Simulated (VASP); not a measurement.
## Lattice of Mn2CdSe2S across functionals

Wanted: equilibrium cells of Mn2CdSe2S at many levels, with their cost. The levels: PBE, LDA, PBEsol and r2SCAN. The cell is invented: it takes the structure of a Materials Project entry for Mn2CdTe3 (space group 164 there), with some of its atoms replaced by other elements, volume scaled by an estimate. It may not be a known or stable phase.

Calculated with VASP 6.6.1; PBE, spin-polarised from a ferromagnetic start; plane waves and PAW (Cd, Se, Mn_pv, S), in the first sound run; inputs show where later runs differ.

**1. The structure**

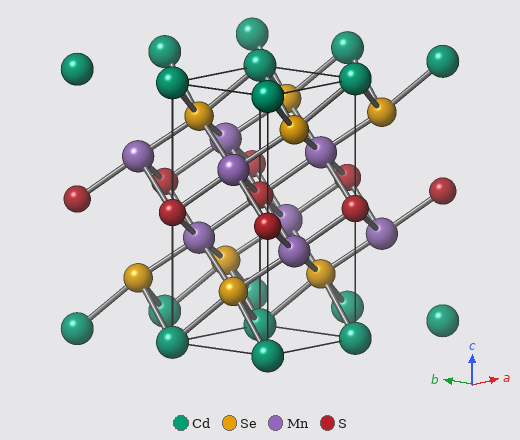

The cell as given, from a free direction (cadmium teal, selenium orange, manganese purple, sulfur red). 2×2×1 cells are drawn. Bonds to atoms that aren't drawn are left out. Some periodic images of atoms are drawn too.

Coordinates:

```
Cd Se Mn S
1.0
     3.81785    0.00000    0.00000
    -1.90892    3.30635    0.00000
     0.00000    0.00000    9.80013
Cd Se Mn S
1 2 2 1
Direct
  0.00000 0.00000 0.00000
  0.33333 0.66667 0.19091
  0.66667 0.33333 0.80909
  0.33333 0.66667 0.65937
  0.66667 0.33333 0.34063
  0.00000 0.00000 0.50000
```

**2. Rough relaxation of the start cell**

The start is only an estimate, so a cheap relaxation brings it near a minimum before any careful run. PBE, the usual starting point, adds the gradient of the density.

Contents of INCAR:

```
SYSTEM = Mn2CdSe2S
PREC = Normal
ENCUT = 400
EDIFF = 1E-05
NELM = 60
ISMEAR = -1
SIGMA = 0.05
LREAL = .FALSE.
ALGO = Fast
GGA = PE
NBANDS = 37
ISPIN = 2
MAGMOM = 0 0 0 4 4 0
LMAXMIX = 4
LORBIT = 11
LWAVE = .FALSE.
LCHARG = .FALSE.
KPAR = 2
IBRION = 2
NSW = 40
ISIF = 3
EDIFFG = -0.04
```

Contents of POSCAR:

```
Mn2CdSe2S
1.0
    3.8178500000      0.0000000000      0.0000000000
   -1.9089250000      3.3063550000      0.0000000000
    0.0000000000      0.0000000000      9.8001260000
Cd Se Mn S
1 2 2 1
Direct
    0.0000000000      0.0000000000      0.0000000000
    0.3333333300      0.6666666700      0.1909090000
    0.6666666700      0.3333333300      0.8090910000
    0.3333333300      0.6666666700      0.6593670000
    0.6666666700      0.3333333300      0.3406330000
    0.0000000000      0.0000000000      0.5000000000
```

Contents of KPOINTS:

```
Automatic mesh
0
Gamma
5 5 2
0 0 0
```

PAW data sets: Cd, Se, Mn_pv and S (PBE family, release 64).

Command:

```
$ mpirun -np 2 vasp_std
```

Log:

```text
[banner, memory and clock lines left out]
running    2 mpi-ranks, on    1 nodes
 distrk:  each k-point on    1 cores,    2 groups
 distr:  one band on    1 cores,    1 groups

 POSCAR found type information on POSCAR CdSeMnS
 POSCAR found :  4 types and       6 ions
 LDA part: xc-table for (Slater+PW92), standard interpolation
 POSCAR, INCAR and KPOINTS ok, starting setup
 FFT: planning ... GRIDC
 FFT: planning ... GRID_SOFT
 FFT: planning ... GRID
 WAVECAR not read
 entering main loop
       N       E                     dE             d eps       ncg     rms          rms(c)
DAV:   1     0.464750633157E+03    0.46475E+03   -0.25946E+04  1640   0.127E+03
DAV:   2     0.325344408827E+01   -0.46150E+03   -0.44225E+03  1552   0.373E+02
DAV:   3    -0.338476032898E+02   -0.37101E+02   -0.35832E+02  1818   0.106E+02
DAV:   4    -0.348759068266E+02   -0.10283E+01   -0.10211E+01  1638   0.163E+01
DAV:   5    -0.348933047722E+02   -0.17398E-01   -0.17392E-01  1760   0.245E+00    0.158E+01
RMM:   6    -0.330986477003E+02    0.17947E+01   -0.26589E+01  1494   0.281E+01    0.183E+01
RMM:   7    -0.321784859838E+02    0.92016E+00   -0.33616E+00  1480   0.107E+01    0.884E+00
RMM:   8    -0.321378747827E+02    0.40611E-01   -0.66162E-01  1487   0.319E+00    0.555E+00
RMM:   9    -0.321567779137E+02   -0.18903E-01   -0.18190E-01  1497   0.228E+00    0.133E+00
RMM:  10    -0.321710572435E+02   -0.14279E-01   -0.68899E-02  1497   0.107E+00    0.689E-01
RMM:  11    -0.321734224858E+02   -0.23652E-02   -0.80738E-03  1520   0.514E-01    0.280E-01
RMM:  12    -0.321738753228E+02   -0.45284E-03   -0.21638E-03  1506   0.232E-01    0.200E-01
RMM:  13    -0.321739980869E+02   -0.12276E-03   -0.44256E-04  1566   0.112E-01    0.113E-01
RMM:  14    -0.321740422024E+02   -0.44115E-04   -0.17899E-04  1392   0.789E-02    0.661E-02
RMM:  15    -0.321740641677E+02   -0.21965E-04   -0.50441E-05  1177   0.419E-02    0.167E-02
RMM:  16    -0.321740668727E+02   -0.27051E-05   -0.13807E-05   930   0.206E-02
   1 F= -.32174067E+02 E0= -.32159679E+02  d E =-.321741E+02  mag=     9.4718
 curvature:   0.00 expect dE= 0.000E+00 dE for cont linesearch  0.000E+00
 trial: gam= 0.00000 g(F)=  0.584E-01 g(S)=  0.585E-01 ort = 0.000E+00 (trialstep = 0.100E+01)
 search vector abs. value=  0.117E+00
 bond charge predicted
       N       E                     dE             d eps       ncg     rms          rms(c)
DAV:   1    -0.324800104812E+02   -0.30595E+00   -0.26221E+01  1910   0.907E+01    0.831E+00
RMM:   2    -0.322199852629E+02    0.26003E+00   -0.58787E+00  1729   0.187E+01    0.458E+00
RMM:   3    -0.322717387744E+02   -0.51754E-01   -0.12105E+00  1533   0.611E+00    0.212E+00
RMM:   4    -0.322619096806E+02    0.98291E-02   -0.17637E-01  1519   0.236E+00    0.135E+00
RMM:   5    -0.322607094284E+02    0.12003E-02   -0.46353E-02  1607   0.106E+00    0.833E-01
RMM:   6    -0.322598126297E+02    0.89680E-03   -0.64049E-03  1685   0.447E-01    0.420E-01
RMM:   7    -0.322596336670E+02    0.17896E-03   -0.16711E-03  1621   0.225E-01    0.118E-01
RMM:   8    -0.322596517079E+02   -0.18041E-04   -0.56525E-04  1515   0.127E-01    0.438E-02
RMM:   9    -0.322596632795E+02   -0.11572E-04   -0.15176E-04  1361   0.570E-02    0.309E-02
RMM:  10    -0.322596637514E+02   -0.47193E-06   -0.20314E-05   999   0.257E-02
   2 F= -.32259664E+02 E0= -.32248411E+02  d E =-.855969E-01  mag=     9.2720
[... from here on, the cycles between the ionic steps are left out ...]
   3 F= -.32279188E+02 E0= -.32268973E+02  d E =-.105122E+00  mag=     9.1453
   4 F= -.32307904E+02 E0= -.32297300E+02  d E =-.287154E-01  mag=     9.1658
   5 F= -.32310460E+02 E0= -.32299651E+02  d E =-.312721E-01  mag=     9.1729
   6 F= -.32310468E+02 E0= -.32299635E+02  d E =-.312798E-01  mag=     9.1740
   7 F= -.32314067E+02 E0= -.32303280E+02  d E =-.359889E-02  mag=     9.1275
   8 F= -.32321002E+02 E0= -.32310763E+02  d E =-.105336E-01  mag=     8.9796
   9 F= -.32316627E+02 E0= -.32307979E+02  d E =-.615861E-02  mag=     8.7406
  10 F= -.32322578E+02 E0= -.32313225E+02  d E =-.121100E-01  mag=     8.8900
 curvature:  -0.80 expect dE=-0.595E-03 dE for cont linesearch -0.425E-05
 trial: gam= 0.21249 g(F)=  0.386E-04 g(S)=  0.703E-03 ort = 0.138E-03 (trialstep = 0.247E+01)
 search vector abs. value=  0.961E-03
 bond charge predicted
       N       E                     dE             d eps       ncg     rms          rms(c)
DAV:   1    -0.323184205205E+02    0.41554E-02   -0.68792E-01  1937   0.119E+01    0.878E-01
RMM:   2    -0.323234402592E+02   -0.50197E-02   -0.10616E-01  1734   0.249E+00    0.475E-01
RMM:   3    -0.323243459095E+02   -0.90565E-03   -0.20770E-02  1555   0.870E-01    0.275E-01
RMM:   4    -0.323236361658E+02    0.70974E-03   -0.30542E-03  1589   0.337E-01    0.123E-01
RMM:   5    -0.323235817379E+02    0.54428E-04   -0.60302E-04  1535   0.127E-01    0.628E-02
RMM:   6    -0.323235902033E+02   -0.84654E-05   -0.11029E-04  1325   0.558E-02    0.394E-02
RMM:   7    -0.323235912462E+02   -0.10429E-05   -0.29097E-05  1002   0.256E-02
  11 F= -.32323591E+02 E0= -.32314727E+02  d E =-.101301E-02  mag=     8.8658
 trial-energy change:   -0.001013  1 .order   -0.001027   -0.001906   -0.000148
 step:   2.6824(harm=  2.6824)  dis= 0.00509  next Energy=   -32.323612 (dE=-0.103E-02)
 reached required accuracy - stopping structural energy minimisation
```

Run time: 2.8 min. Hardware: 2 MPI ranks of AMD EPYC 7R43, shared host; peak memory 0.34 GiB; 5 min of CPU time.

The logs omit lines about the potential files and the build; timing stands in the text.

OUTCAR, selected parts (step 2):

```text
ion  position               nearest neighbor table
   1  0.000  0.000  0.000-   2 2.89   3 2.89   3 2.89   2 2.89   3 2.89   2 2.89
   2  0.333  0.667  0.191-   5 2.65   5 2.65   5 2.65   1 2.89   1 2.89   1 2.89
   3  0.667  0.333  0.809-   4 2.65   4 2.65   4 2.65   1 2.89   1 2.89   1 2.89
   4  0.333  0.667  0.659-   3 2.65   3 2.65   3 2.65   6 2.70   6 2.70   6 2.70
   5  0.667  0.333  0.341-   2 2.65   2 2.65   2 2.65   6 2.70   6 2.70   6 2.70
   6  0.000  0.000  0.500-   4 2.70   5 2.70   5 2.70   4 2.70   5 2.70   4 2.70

  LATTYP: Found a hexagonal cell.
 ALAT       =     3.8178500000
 C/A-ratio  =     2.5669227445

 Subroutine GETGRP returns: Found 12 space group operations
 (whereof 12 operations were pure point group operations)

The static configuration has the point symmetry D_3d.

 Found     10 irreducible k-points:

   k-points           NKPTS =     10   k-points in BZ     NKDIM =     10   number of bands    NBANDS=     37

   dimension x,y,z NGX =    20 NGY =   20 NGZ =   48
   dimension x,y,z NGXF=    40 NGYF=   40 NGZF=   96

   ENCUT  =  400.0 eV  29.40 Ry    5.42 a.u.   6.23  6.23 15.98*2*pi/ulx,y,z

   NELECT =      56.0000    total number of electrons

 k-points in reciprocal lattice and weights: Automatic mesh
   0.00000000  0.00000000  0.00000000       0.020
   0.20000000  0.00000000  0.00000000       0.120
   0.40000000  0.00000000  0.00000000       0.120
   0.20000000  0.20000000  0.00000000       0.120
   0.40000000  0.20000000  0.00000000       0.120
   0.00000000  0.00000000  0.50000000       0.020
   0.20000000  0.00000000  0.50000000       0.120
   0.40000000  0.00000000  0.50000000       0.120
   0.20000000  0.20000000  0.50000000       0.120
   0.40000000  0.20000000  0.50000000       0.120

 average (electrostatic) potential at core
       1 -36.7391       2 -53.1309       3 -53.1309       4 -69.6982       5 -69.6982
       6 -86.8216

 E-fermi :   5.4210

 spin component 1
 k-point     1 :       0.0000    0.0000    0.0000
  band No.  band energies     occupation
    ...
     27       3.6766      1.00000
     28       3.9502      1.00000
     29       3.9502      1.00000
     30       5.1823      0.99163
     31       5.1823      0.99163
     32       5.6871      0.00485
     33       5.6871      0.00485
     34       6.0524      0.00000
     35       8.2892      0.00000
     36       8.9253      0.00000
    ...

 k-point     2 :       0.2000    0.0000    0.0000
  band No.  band energies     occupation
    ...
     28       3.5599      1.00000
     29       3.8729      1.00000
     30       4.3571      1.00000
     31       4.5390      1.00000
     32       4.6025      1.00000
     33       5.7006      0.00371
     34       7.4833      0.00000
     35       8.6772      0.00000
     36       9.6050      0.00000
     37      10.8231      0.00000

 k-point     3 :       0.4000    0.0000    0.0000
  band No.  band energies     occupation
    ...
     29       3.0402      1.00000
     30       3.9559      1.00000
     31       4.5443      1.00000
     32       4.9291      0.99995
     33       5.3399      0.83493
     34       5.7025      0.00357
     35       8.6104      0.00000
     36       9.0258      0.00000
     37       9.3495      0.00000

 k-point     4 :       0.2000    0.2000    0.0000
  band No.  band energies     occupation
    ...
     28       3.1573      1.00000
     29       3.1676      1.00000
     30       3.6058      1.00000
     31       4.1789      1.00000
     32       4.2661      1.00000
     33       5.5726      0.04596
     34       7.4144      0.00000
     35       8.7410      0.00000
     36       9.2591      0.00000
     37      10.8861      0.00000

 k-point     5 :       0.4000    0.2000    0.0000
  band No.  band energies     occupation
    ...
     29       3.3183      1.00000
     30       3.6392      1.00000
     31       3.7762      1.00000
     32       4.7895      1.00000
     33       4.8711      0.99998
     34       6.4614      0.00000
     35       8.4735      0.00000
     36       8.7285      0.00000
     37      10.3435      0.00000

 k-point     6 :       0.0000    0.0000    0.5000
  band No.  band energies     occupation
    ...
     27       3.2482      1.00000
     28       4.0719      1.00000
     29       4.0719      1.00000
     30       4.9505      0.99992
     31       4.9505      0.99992
     32       5.8403      0.00023
     33       5.8403      0.00023
     34       7.4148      0.00000
     35       8.0387      0.00000
     36       8.3871      0.00000
    ...

  Total       -0.0194309     -0.0194309      0.0290373      0.0000000     -0.0000000      0.0000000
  in kB       -0.2663240     -0.2663240      0.3979911      0.0000000     -0.0000000      0.0000000
  external PRESSURE =      -0.0448856 kB  Pullay stress =       0.0000000 kB

  energy-cutoff  :      400.00
  volume of cell :      116.89
      direct lattice vectors                 reciprocal lattice vectors
     3.765437959  0.000000000 -0.000000000     0.265573357  0.153328853 -0.000000000
    -1.882718980  3.260964845 -0.000000000    -0.000000000  0.306657706 -0.000000000
     0.000000000  0.000000000  9.519903339     0.000000000  0.000000000  0.105043083

 POSITION                                       TOTAL-FORCE (eV/Angst)
 -----------------------------------------------------------------------------------
     -1.88272      3.26096     -0.00000         0.000000     -0.000000      0.000000
     -0.00000      2.17398      1.85257         0.000000      0.000000      0.006842
      1.88272      1.08699      7.66734        -0.000000     -0.000000     -0.006842
     -0.00000      2.17398      6.12450         0.000000      0.000000      0.014615
      1.88272      1.08699      3.39540        -0.000000     -0.000000     -0.014615
     -1.88272      3.26096      4.75995         0.000000     -0.000000      0.000000
 -----------------------------------------------------------------------------------
    total drift:                               -0.000000     -0.000000      0.000000

  FREE ENERGIE OF THE ION-ELECTRON SYSTEM (eV)
  ---------------------------------------------------
  free  energy   TOTEN  =       -32.3235912462 eV

  energy  without entropy=      -32.3058625578  energy(sigma->0) =      -32.31472690

 reached required accuracy - stopping structural energy minimisation

 total charge
# of ion       s       p       d       tot
------------------------------------------
    1        0.437   0.235   9.563  10.235
    2        1.459   2.367   0.032   3.858
    3        1.459   2.367   0.032   3.858
    4        0.224   6.175   4.965  11.363
    5        0.224   6.175   4.965  11.363
    6        1.329   2.387   0.000   3.716
--------------------------------------------------
tot          5.132  19.705  19.556  44.393

 magnetization (x)
# of ion       s       p       d       tot
------------------------------------------
    1        0.011   0.024  -0.001   0.034
    2        0.014   0.012   0.008   0.034
    3        0.014   0.012   0.008   0.034
    4        0.042   0.034   3.963   4.039
    5        0.042   0.034   3.963   4.039
    6        0.023   0.038   0.000   0.061
--------------------------------------------------
tot          0.146   0.156   7.940   8.243

[... 6 further parts left out ...]
```

CONTCAR:

```
Mn2CdSe2S
   1.00000000000000
     3.7654379591758596    0.0000000000000000   -0.0000000000000000
    -1.8827189795879298    3.2609648448548834   -0.0000000000000000
     0.0000000000000000    0.0000000000000000    9.5199033388803631
  Cd              Se              Mn              S
     1     2     2     1
Direct
     0.0000000000000000    1.0000000000000000    0.0000000000000000
     0.3333333300000021    0.6666666699999979    0.1945992016638859
     0.6666666699999979    0.3333333300000021    0.8054007983361139
     0.3333333300000021    0.6666666699999979    0.6433367571794806
     0.6666666699999979    0.3333333300000021    0.3566632428205192
     0.0000000000000000    1.0000000000000000    0.5000000000000000
```

The magnetic state follows from one typed start and may not be the lowest. The k-mesh is coarse for a metal. LASPH is off, so gradient terms of the non-spherical density inside the spheres are left out; for open d or f shells this can shift gaps and moments. This relaxation is a rough one on cheap settings, only to bring the start near its minimum. The run keeps the 12 symmetry operations of its start, so it cannot find a distortion of lower symmetry.

Relaxation path:

```
step  energy less that of the first step (eV)  largest force (eV/Å)  pressure (GPa)  volume (Å³)
   1                                   0.0000                0.7277           -1.84       123.71
   2                                  -0.0856                0.5721           -0.23       119.52
   3                                  -0.1051                0.4637            1.19       116.56
   4                                  -0.1338                0.1495            0.23       117.90
   5                                  -0.1364                0.1651           -0.12       118.43
   6                                  -0.1364                0.1689           -0.16       118.48
   7                                  -0.1400                0.1386           -0.16       118.22
   8                                  -0.1469                0.0513           -0.11       117.44
   9                                  -0.1426                0.1328            0.33       115.88
  10                                  -0.1485                0.0193            0.01       116.93
  11                                  -0.1495                0.0146            0.00       116.89
```

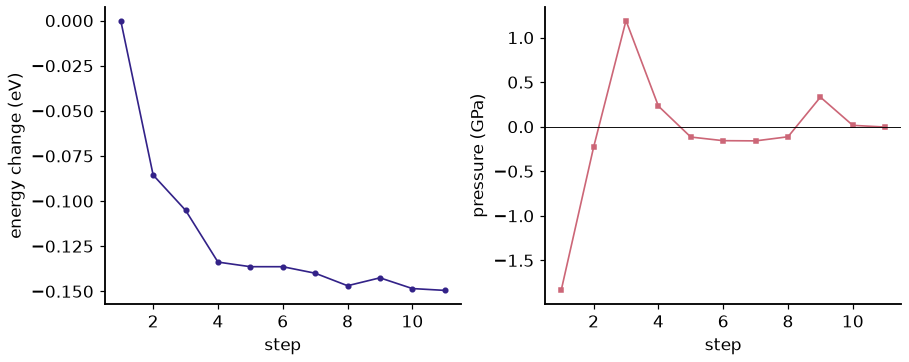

Energy and pressure along the relaxation.

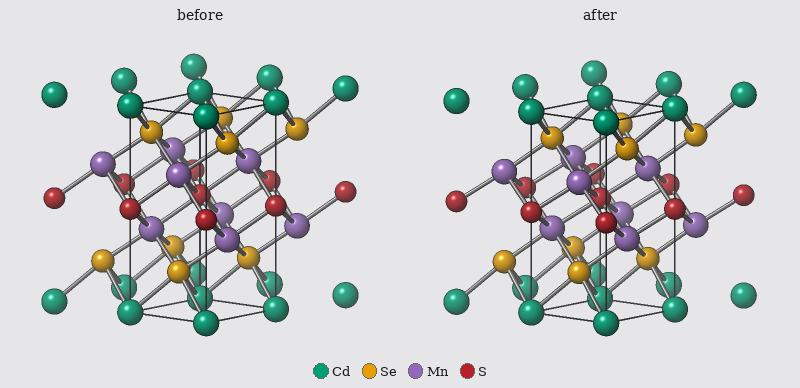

The structure before and after the relaxation, drawn at the same scale. Bonds to atoms that aren't drawn are left out.

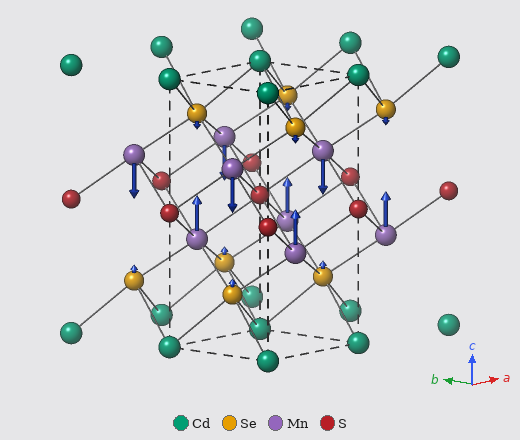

Displacements in the relaxation, exaggerated, measured against the changing cell; the longest in the cell stands for 0.15 Å. Bonds to atoms that aren't drawn are left out. 2×2×1 cells are drawn. Some periodic images of atoms are drawn too.

```
conventional cell, symmetrised  before  after  change
                         a (Å)   3.818  3.765  -1.4 %
                         b (Å)   3.818  3.765  -1.4 %
                         c (Å)   9.800  9.520  -2.9 %
              volume (Å³/atom)   20.62  19.48  -5.5 %
```

The atoms that moved most (Å, as changes of fractional coordinates times the final cell):

```
atom     dx     dy      dz  length
 Mn4  0.000  0.000  -0.153   0.153
 Mn5  0.000  0.000   0.153   0.153
 Se2  0.000  0.000   0.035   0.035
 Se3  0.000  0.000  -0.035   0.035
```

The relaxed structure:

```xyz
6
Lattice="3.7654 0.0000 0.0000 -1.8827 3.2610 0.0000 0.0000 0.0000 9.5199" Properties=species:S:1:pos:R:3 pbc="T T T"
Cd    0.0000    0.0000    0.0000
Se    0.0000    2.1740    1.8526
Se    1.8827    1.0870    7.6673
Mn    0.0000    2.1740    6.1245
Mn    1.8827    1.0870    3.3954
S     0.0000    0.0000    4.7600
```

This step gave:

- electrons: 56
- bands: 37
- irreducible k-points: 10
- symmetry operations: 12
- free energy (TOTEN): -32.32 eV
- energy at zero smearing: -32.31 eV
- Fermi energy: 5.421 eV
- pressure: -0.004489 GPa
- moment of the cell, from the last line of the log: 8.866 μB
- metallic: yes
- SCF cycles over all ionic steps: 97

Spin moment in the PAW sphere by atom:

```
atom  spin moment in the PAW sphere (μB)
 Cd1                                0.03
 Se2                                0.03
 Se3                                0.03
 Mn4                                4.04
 Mn5                                4.04
  S6                                0.06
```

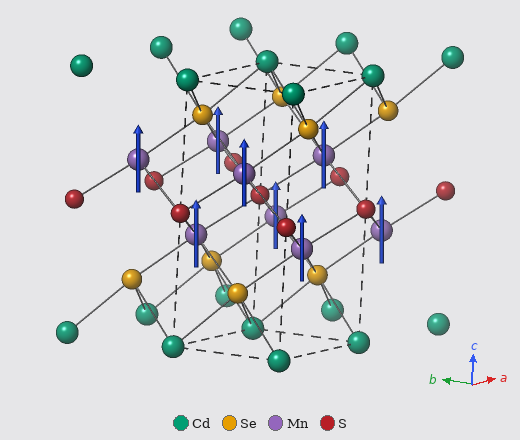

Spin moment in the PAW sphere as arrows, the longest 4.04 μB. Up and down stand for the sign. Arrows give size and sign along the axis of quantisation, drawn up and down the page. Bonds to atoms that aren't drawn are left out. 2×2×1 cells are drawn. Some periodic images of atoms are drawn too.

It ends with a largest force of 0.015 eV/Å and a pressure of 0.00 GPa.

(Continued in part 2 of 5.)

[Lines on the potential files, build, host, timing and source positions are cut from VASP's logs without a mark.]

[Logs are printed without paths, hosts, clocks, repeated set-up lines and the standing remarks that a program may print on its own settings, such as how far it seeks lower states.]

[Hosts, paths, dates, database ids (printed as entryN), source tags and the programs' standing remarks are cut or masked in the printed files.]

[A measured line is paired with the nearest computed mode of its activity, which favours agreement.]
